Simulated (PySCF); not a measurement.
**CH₁₁NSi₃: electronic excitations**

Wanted: the electronic excitations of CH₁₁NSi₃ (`N[SiH2]C([SiH3])[SiH3]`), by calculation.

The runs use PySCF 2.14.0, with density-fitted response routines of our own; the level of theory stands in each step. All values are computed, except where a source is named. Atoms count from 0, in the outputs and in this text.

## 1. The molecule as given

16 atoms, charge 0, multiplicity 1; geometry from: GFN2-xTB.

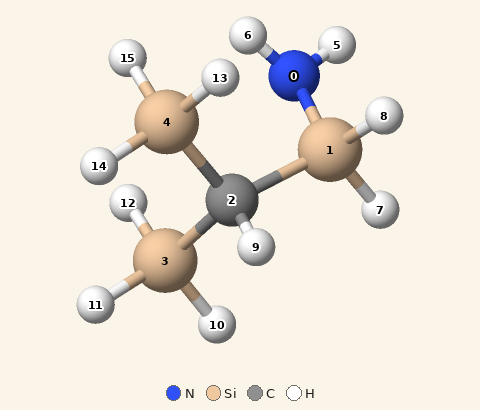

As it starts; nitrogen blue, silicon light orange, carbon grey, hydrogen white, atoms numbered; sticks join atoms by distance.

## 2. TDDFT and polarisability: CAM-B3LYP/def2-SVPD

What the job is given:

```
{"job": {"kind": "uv", "xc": "CAM-B3LYP", "basis": "def2-SVPD", "nstates": 8, "ntriplets": 3}, "charge": 0, "multiplicity": 1}
N      1.838350    -1.148884     0.284986
Si     1.110412     0.151710     1.146955
C     -0.521092     0.552837     0.255194
Si    -1.760118    -0.887740     0.306290
Si    -0.254437     1.209069    -1.505104
H      2.687727    -1.550869     0.645642
H      1.888090    -1.089181    -0.718972
H      0.906924    -0.364038     2.503934
H      1.919625     1.383984     1.234483
H     -0.971598     1.371766     0.823986
H     -2.010452    -1.290397     1.693946
H     -3.038909    -0.462609    -0.280530
H     -1.262047    -2.037316    -0.450132
H      0.690112     2.333243    -1.499143
H     -1.520042     1.678149    -2.077335
H      0.289858     0.159220    -2.375610
```

Level: TDDFT CAM-B3LYP/def2-SVPD, vertical, gas phase, core orbitals frozen in the response.

On the command line:

```bash
OMP_NUM_THREADS=1 python probes_run.py task.json out
```

One launch serves the whole session: the jobs run in the order shown.

What will the session give for the following? lowest singlet (CAM-B3LYP/def2-SVPD); brightest single state of those computed; lowest triplet; surface potential, least and greatest. Wanted: lowest singlet; brightest single state of those computed; lowest triplet; surface potential, least and greatest.

**Answer**, as computed:

| quantity | value |
| --- | --- |
| lowest singlet (CAM-B3LYP/def2-SVPD) | 6.42 eV (193 nm), f = 0.012 |
| brightest single state of those computed | state 5, 7.91 eV, f = 0.074 |
| lowest triplet | 6.07 eV |
| surface potential, least and greatest | -1.05 V and 1.48 V |

The lowest singlet, at 6.42 eV, is HOMO→LUMO 0.86 and is weak; of the 8 states computed, the strongest absorption comes from state 5 at 7.91 eV. The lowest triplet lies 0.35 eV below the lowest singlet (triplets in Tamm-Dancoff, singlets in full TDDFT).
